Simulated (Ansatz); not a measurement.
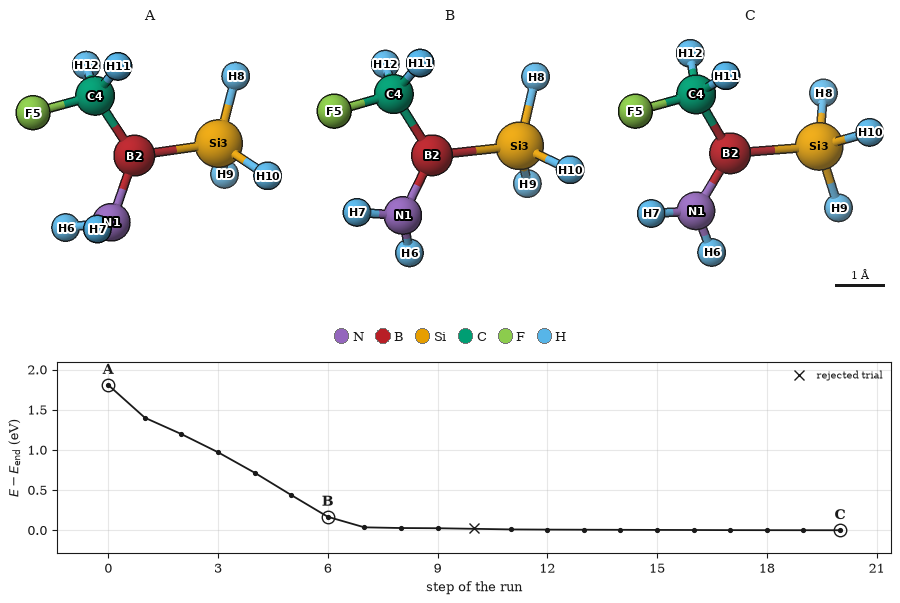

Frames of a relaxation of CH₇BFNSi (coarse preliminary run), marked on the history of the run. A ball-and-stick model, seen at a tilt.

The start comes from a force field.

All numbers below come from Ansatz, RKS PBE-D4/def2-SVP.

Input
```yaml
crystal:
  periodic: [false, false, false]
  atoms:
    - {symbol: N, position_ang: [0.009200, 1.723400, 0.078300]}
    - {symbol: B, position_ang: [-0.030500, 0.244900, -0.014400]}
    - {symbol: Si, position_ang: [0.945000, -0.764300, 1.287200]}
    - {symbol: C, position_ang: [-0.750200, -0.510900, -1.161300]}
    - {symbol: F, position_ang: [-1.467000, 0.371200, -2.003200]}
    - {symbol: H, position_ang: [-1.036700, 2.084400, 0.146400]}
    - {symbol: H, position_ang: [0.350800, 2.134000, -0.839100]}
    - {symbol: H, position_ang: [0.879100, -2.185800, 1.014300]}
    - {symbol: H, position_ang: [0.459300, -0.457500, 2.686300]}
    - {symbol: H, position_ang: [2.398100, -0.383000, 1.254400]}
    - {symbol: H, position_ang: [-0.124000, -1.125700, -1.737500]}
    - {symbol: H, position_ang: [-1.556100, -1.186000, -0.677400]}
basis:
  gaussian: {orbitals: def2-SVP}
hamiltonian: {xc: pbe, dispersion: d4}
relax: {f_tol: 0.03, max_steps: 200}
```

Command:
```bash
ansatz run in.yaml --threads 4 --pin off --events-out ev --progress --plain --max-ram 10444MiB
```

**Describe the path.**

The atom that moves furthest after the best rigid fit is H7 (1.31 Å). By element the largest moves are H 1.31 Å, N 0.46 Å, F 0.35 Å, C 0.30 Å, Si 0.10 Å, B 0.10 Å. Near-neighbour distances that change, for instance: B2–Si3 1.914 → 2.030 Å, N1–H6 1.109 → 1.020 Å, N1–B2 1.482 → 1.395 Å, C4–H11 1.050 → 1.116 Å. Bond angles that change, for instance: B2–N1–H6 107.7° → 125.4°, H6–N1–H7 103.3° → 114.9°, B2–N1–H7 109.9° → 119.7°. Groups turn about B2–Si3 by about 55°. Over 19 accepted moves (20 points after the start) the energy falls by 1.808 eV. Largest force component: 3.1 eV/Å at the start, 0.023 eV/Å at the end. The line search rejected the trial step at point 10 of the run. Cost: 26 s on 4 threads of Arm Neoverse V2 (shared host). From step 0 to 6: H atoms move most (1.06 Å), energy −1.641 eV. From step 6 to 20: H atoms move most (0.80 Å), energy −0.167 eV.
